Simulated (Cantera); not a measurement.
Input: 1 mol SrCl₂, 0.067 mol O₂, 9.5 mol N₂, at 1773 K.

Method: chemical equilibrium by Gibbs-energy minimisation in Cantera with the NASA 1993 tables (ideal gas, pure condensed phases). Candidate condensed phases: Sr, SrCl₂, SrO; 16 gas species. Mutual solubility and eutectic melting of coexisting phases are not modelled. Condensed phases not in the tables: oxide chlorides. Rates play no part.

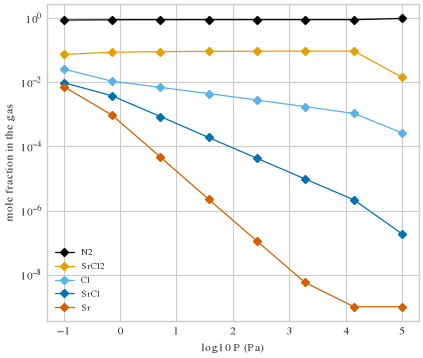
Equilibrium gas composition (values under 1e-9 drawn at 1e-9)

**Question.** Read off the mole fractions at 0.000750 Torr.

**Answer.** N₂ about 0.87, SrCl₂ about 0.074, Cl about 0.026, SrCl about 0.0098, Sr about 0.0074.
